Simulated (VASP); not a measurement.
Band structure of Te (trig). Method: TPSS meta-GGA, VASP's PBE PAW potentials (set 64) (plane waves; VASP 6.6.1).

Unless said otherwise, spin-orbit coupling is left out, though it shifts the bands of the heavy elements here.

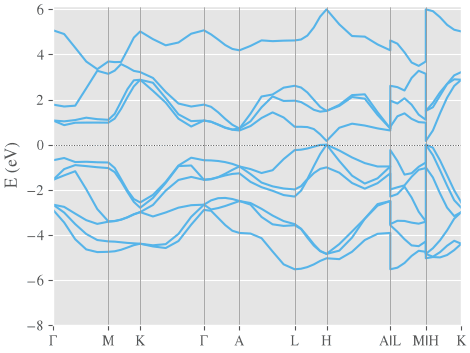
Bands along high-symmetry lines, zero at the valence-band maximum or, without a gap, the Fermi level

Problem. Read the plot: is there a gap, and where are the band edges?

Solution. The gap is direct, 0.17 eV, from the valence maximum at H to the conduction minimum at H.

The compound is Te in the trig structure. It was relaxed first.
